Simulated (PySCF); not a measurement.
# C5H8FN: runs on many settings, part 1 of 2

Aim: see how C5H8FN (`CCC[C@H](F)C#N`) answers to the choice of functional, basis, grid and SCF options.

The runs use PySCF 2.14.0, with density-fitted response routines of our own; the level of theory stands in each step. All values are computed, except where a source is named. Atoms count from 0, in the outputs and in this text.

### 1 The starting structure

15 atoms, charge 0, multiplicity 1; geometry from: GFN2-xTB.

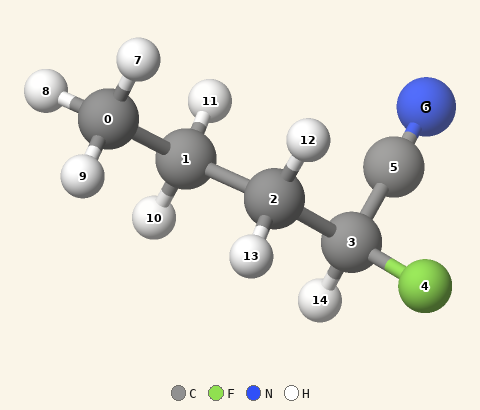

The starting geometry (carbon grey, fluorine green, nitrogen blue, hydrogen white), atoms numbered.

### 2 Nuclear shieldings: PBE0/pcSseg-1

What the job is given:

```
{"job": {"kind": "nmr", "xc": "PBE0", "basis": "pcSseg-1"}, "charge": 0, "multiplicity": 1}
C     -2.039348     0.499030     0.138126
C     -0.570204     0.656225    -0.234235
C      0.100995    -0.703428    -0.412878
C      1.566689    -0.562836    -0.832048
F      2.093693    -1.808795    -1.113672
C      2.351417     0.064640     0.218208
N      2.951593     0.557290     1.055138
H     -2.140906    -0.052683     1.069521
H     -2.504179     1.473214     0.263737
H     -2.575313    -0.038997    -0.640487
H     -0.490619     1.226235    -1.163329
H     -0.052250     1.218655     0.546083
H      0.054318    -1.271685     0.519128
H     -0.413490    -1.278491    -1.186078
H      1.663189     0.029617    -1.754781
```

Level: GIAO PBE0/pcSseg-1 NMR shielding, non-relativistic, gas phase.

On the command line:

```console
OMP_NUM_THREADS=1 python probes_run.py task.json out
```

This one command runs all jobs of the session in turn.

Log:

```text
coarse grid: 12544 points
cycle   1  E = -349.3464198040  dE =  7.605e-01  |g| = 6.561e-01  |ddm| = 3.334e+00
cycle   2  E = -349.1485642953  dE =  1.979e-01  |g| = 1.200e+00  |ddm| = 1.288e+00
cycle   3  E = -349.4267628691  dE = -2.782e-01  |g| = 2.106e-01  |ddm| = 8.791e-01
cycle   4  E = -349.4356488917  dE = -8.886e-03  |g| = 5.808e-02  |ddm| = 1.592e-01
cycle   5  E = -349.4362678428  dE = -6.190e-04  |g| = 1.625e-02  |ddm| = 4.682e-02
cycle   6  E = -349.4363176630  dE = -4.982e-05  |g| = 3.733e-03  |ddm| = 1.486e-02
cycle   7  E = -349.4363205160  dE = -2.853e-06  |g| = 7.338e-04  |ddm| = 3.505e-03
final grid: 121616 points
cycle   8  E = -349.4846238927  dE = -3.985e-05  |g| = 8.298e-03  |ddm| = 2.720e-02
cycle   9  E = -349.4846161978  dE =  7.695e-06  |g| = 1.060e-02  |ddm| = 1.426e-02
cycle  10  E = -349.4846399673  dE = -2.377e-05  |g| = 1.130e-03  |ddm| = 8.001e-03
cycle  11  E = -349.4846401673  dE = -2.000e-07  |g| = 2.014e-04  |ddm| = 9.757e-04
cycle  12  E = -349.4846401735  dE = -6.241e-09  |g| = 6.677e-05  |ddm| = 1.762e-04
cycle  13  E = -349.4846401745  dE = -1.030e-09  |g| = 1.696e-05  |ddm| = 6.612e-05
cycle  14  E = -349.4846401746  dE = -3.251e-11  |g| = 1.163e-05  |ddm| = 1.787e-05
converged SCF energy = -349.4846401746

GIAO shielding tensors (ppm)
atom      isotropic    diamagn.    paramagn.     s11        s22        s33       span
  0 C      170.807     246.162     -75.355    160.719    163.902    187.800     27.081
  1 C      165.172     250.382     -85.210    157.914    165.408    172.193     14.278
  2 C      145.114     249.633    -104.519    118.410    148.785    168.148     49.738
  3 C      103.891     244.629    -140.737     63.091     93.411    155.172     92.080
  4 F      383.192     467.676     -84.483    342.090    393.155    414.332     72.242
  5 C       64.971     262.262    -197.291    -53.307    -46.718    294.940    348.247
  6 N      -46.949     338.528    -385.477   -217.307   -191.157    267.617    484.924
  7 H       30.664      30.095       0.570     26.328     28.902     36.763     10.435
  8 H       30.304      28.640       1.664     25.643     27.526     37.743     12.100
  9 H       30.709      29.490       1.219     26.413     28.765     36.950     10.537
 10 H       30.603      32.267      -1.664     25.623     30.157     36.029     10.406
 11 H       30.124      33.356      -3.232     24.854     30.446     35.070     10.216
 12 H       29.731      32.223      -2.492     26.240     29.749     33.205      6.965
 13 H       29.739      31.632      -1.893     25.426     29.846     33.944      8.517
 14 H       26.629      28.519      -1.890     23.906     26.945     29.036      5.130
```

Run time: 23 s. Hardware: 1 thread of Arm Neoverse V1, shared host; peak memory 0.72 GiB.

The references, computed at this level on geometries of the same kind, shield at (ppm): 1H TMS 31.72, 13C TMS 186.9, 19F CFCl3 170.9, 15N NH3 267.7. Their shielding less the atom's gives the shift. The references are single molecules in the gas phase, so shifts against H2O, NH3, PH3, H3PO4 or CFCl3 are not on the usual liquid scales and can be off by tens of ppm. Atoms listed in one row are averaged.

```tsv
atoms	environment	σ (ppm)	δ (ppm)	δ scaled to CDCl3
C5	nitrile carbon	65.0	122.0	117.1
C3	sp3 CH bonded to F, α to a nitrile	103.9	83.0	79.1
C2	sp3 CH2	145.1	41.8	38.9
C1	sp3 CH2	165.2	21.8	19.3
C0	methyl carbon	170.8	16.1	13.8
H14	hydrogen on an sp3 CH bonded to F, α to a nitrile	26.63	5.09	4.90
H12	hydrogen on an sp3 CH2	29.73	1.99	1.98
H13	hydrogen on an sp3 CH2	29.74	1.98	1.97
H11	hydrogen on an sp3 CH2	30.12	1.59	1.61
H7, H8, H9	hydrogen on a methyl carbon	30.56	1.16	1.20
H10	hydrogen on an sp3 CH2	30.60	1.11	1.16
F4	fluorine on an sp3 carbon	383.2	-212.2	–
N6	nitrile nitrogen	-46.9	314.7	–
```

The scaled column applies a straight-line fit of computed shieldings to shifts measured in CDCl3, and one for carbons that bear F (root-mean-square error 0.16 ppm for H, 1.9 ppm for C).

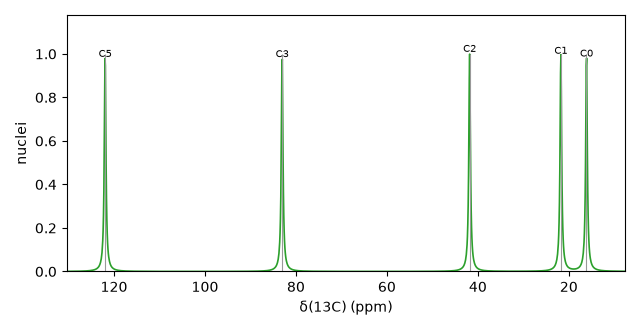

13C lines at the computed shifts, without couplings. Lines are broadened to a width of 0.42 ppm (Lorentzian).

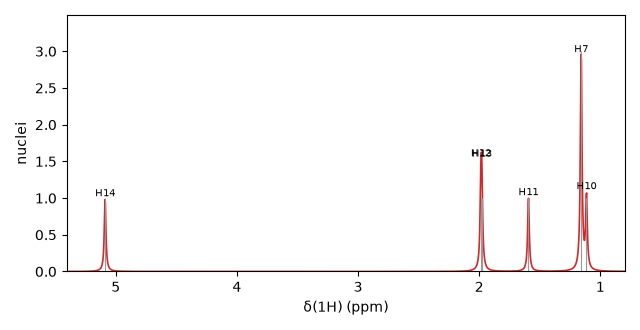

1H lines at the computed shifts, without couplings. Lines are broadened to a width of 0.02 ppm (Lorentzian).

Charges from the same density, by scheme (e):

```tsv
atoms	Mulliken	IAO	Hirshfeld	ESP fit
C0	-0.26	-0.42	-0.11	-0.30
C1	-0.31	-0.25	-0.06	0.20
C2	-0.24	-0.26	-0.07	-0.17
C3	0.23	0.16	0.09	0.15
F4	-0.31	-0.31	-0.10	-0.22
C5	0.08	0.12	0.08	0.30
N6	-0.23	-0.21	-0.20	-0.42
```

ESP fit charges:

C0 -0.30; C1 0.20; C2 -0.17; C3 0.15; F4 -0.22; C5 0.30; N6 -0.42; H7 0.08; H8 0.08; H9 0.07; H10 -0.03; H11 -0.01; H12 0.09; H13 0.08; H14 0.09

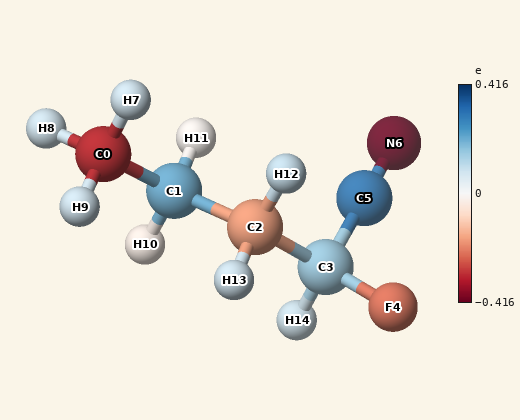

ESP fit charges, as colours on the atoms.

Mayer bond orders: C0–C1 1.07, C1–C2 1.01, C2–C3 1.03, C3–F4 0.89, C3–C5 0.95, C5–N6 3.03.

Orbitals, density, ELF and potential are computed afterwards from the orbital file.

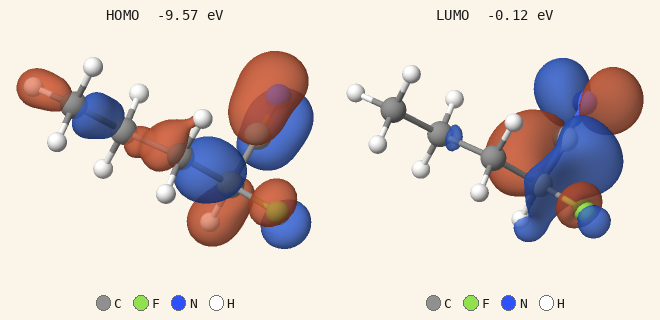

Frontier orbitals at PBE0/pcSseg-1; each surface holds 70 % of the orbital's density, blue and red mark the sign.

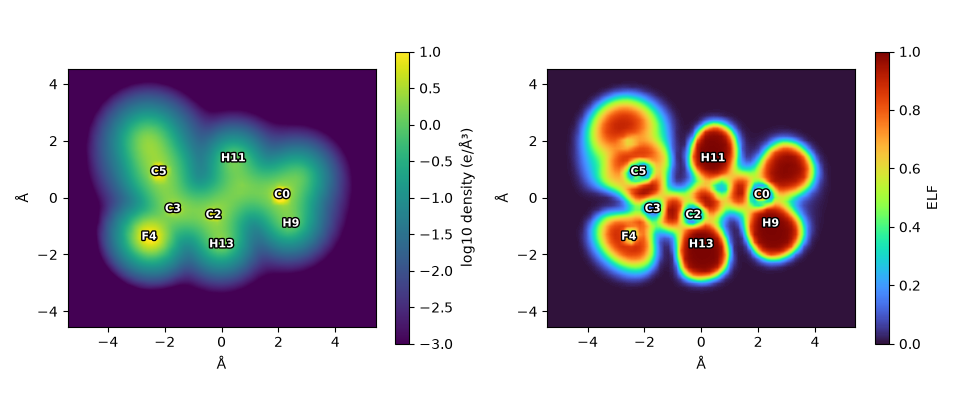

Density (left) and ELF (right) in a plane through or near 8 of the atoms.

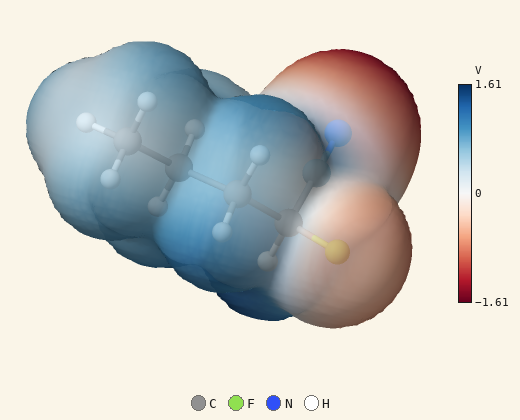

Electrostatic potential on the surface of density 0.002 e/bohr³; red is low, blue high. It runs, from the 1st to the 99th percentile, from -1.61 V near N6 to 1.46 V near H14.

### 3 Excited states and response: PBE0/def2-SVPD

Settings changed since step 2:

```diff
@@ -1,2 +1,2 @@
-{"job": {"kind": "nmr", "xc": "PBE0", "basis": "pcSseg-1"}, "charge": 0, "multiplicity": 1}
+{"job": {"kind": "uv", "xc": "PBE0", "basis": "def2-SVPD", "nstates": 6, "ntriplets": 2}, "charge": 0, "multiplicity": 1}
 C     -2.039348     0.499030     0.138126
```

Level: TDDFT PBE0/def2-SVPD, vertical, gas phase, core orbitals frozen in the response.

Log:

```text
coarse grid: 12544 points
cycle   1  E = -349.1505849249  dE =  7.030e-01  |g| = 6.186e-01  |ddm| = 4.919e+00
cycle   2  E = -348.9595945038  dE =  1.910e-01  |g| = 1.150e+00  |ddm| = 1.960e+00
cycle   3  E = -349.2259856763  dE = -2.664e-01  |g| = 1.976e-01  |ddm| = 1.352e+00
cycle   4  E = -349.2340589955  dE = -8.073e-03  |g| = 5.485e-02  |ddm| = 2.384e-01
cycle   5  E = -349.2346232504  dE = -5.643e-04  |g| = 1.646e-02  |ddm| = 7.597e-02
cycle   6  E = -349.2346760586  dE = -5.281e-05  |g| = 3.668e-03  |ddm| = 2.144e-02
cycle   7  E = -349.2346789685  dE = -2.910e-06  |g| = 6.585e-04  |ddm| = 6.646e-03
final grid: 121616 points
cycle   8  E = -349.2826382000  dE = -4.338e-05  |g| = 8.124e-03  |ddm| = 1.249e-01
cycle   9  E = -349.2826302133  dE =  7.987e-06  |g| = 1.043e-02  |ddm| = 2.418e-02
cycle  10  E = -349.2826536048  dE = -2.339e-05  |g| = 1.162e-03  |ddm| = 1.162e-02
cycle  11  E = -349.2826538455  dE = -2.407e-07  |g| = 2.113e-04  |ddm| = 1.414e-03
cycle  12  E = -349.2826538512  dE = -5.741e-09  |g| = 1.360e-04  |ddm| = 4.274e-04
cycle  13  E = -349.2826538547  dE = -3.424e-09  |g| = 5.549e-05  |ddm| = 1.989e-04
cycle  14  E = -349.2826538553  dE = -6.602e-10  |g| = 1.064e-05  |ddm| = 7.381e-05
converged SCF energy = -349.2826538553

Static polarisability (au): isotropic 64.354, principal 54.742 64.233 74.087

Singlet excitations
state   eV       nm        f      main configurations
  1   7.2940    170.0   0.00028   H->L 0.81
  2   8.0401    154.2   0.00363   H-3->L 0.38, H->L+1 0.28, H-1->L 0.12
  3   8.3386    148.7   0.00789   H-3->L+1 0.24, H-4->L 0.20, H->L 0.09
  4   8.4091    147.4   0.01332   H-4->L 0.38, H-3->L+1 0.14, H-1->L 0.11
  5   8.5487    145.0   0.00126   H-1->L 0.42, H-3->L 0.16, H-5->L 0.10
  6   8.7285    142.0   0.01205   H-5->L 0.37, H-1->L 0.26, H-2->L 0.12

Triplet excitations (Tamm-Dancoff, eV): 6.2552 6.6572
```

It took 35 s on 1 thread of Arm Neoverse V1, shared host; peak memory 0.84 GiB.

The orbitals next to the gap, with their largest atomic shares:

```tsv
orbital	eV	atoms
HOMO−3	-10.30	N6 42 %, C5 34 %, F4 6 %
HOMO−2	-10.19	C1 20 %, C0 18 %, C2 17 %
HOMO−1	-9.94	C1 25 %, C0 15 %, H11 11 %
HOMO	-9.62	N6 26 %, C5 17 %, C3 13 %
LUMO	-0.30	N6 30 %, C5 26 %, C3 17 %
LUMO+1	0.21	N6 18 %, C5 15 %, C3 10 %
LUMO+2	0.90	C0 23 %, C5 11 %, N6 11 %
```

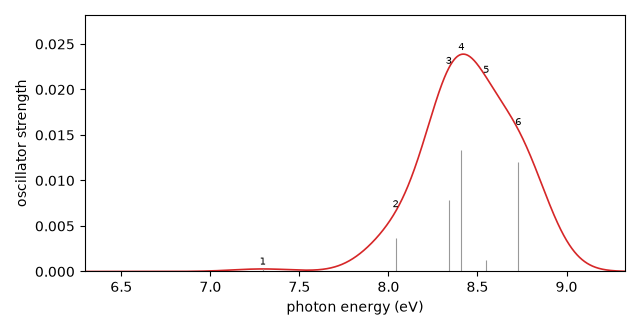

Absorption spectrum from the 6 singlet states computed; above the last one it falls off for lack of states. Lines are broadened to a width of 0.40 eV (Gaussian).

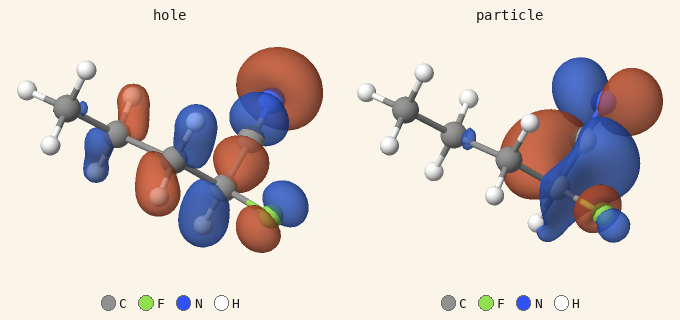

Leading natural transition orbitals of singlet state 4: the electron leaves the hole (left) for the particle orbital (right).

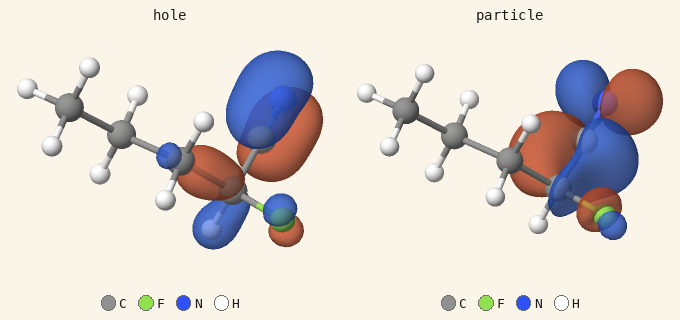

Leading natural transition orbitals of singlet state 1: the electron leaves the hole (left) for the particle orbital (right).

Further results of this job:

```tsv
property	computed
dipole moment (D)	3.81
polarisability (Å³)	9.54
HOMO–LUMO gap (eV)	9.32
−ε(HOMO) (eV)	9.62
```

(Continued in part 2 of 2.)
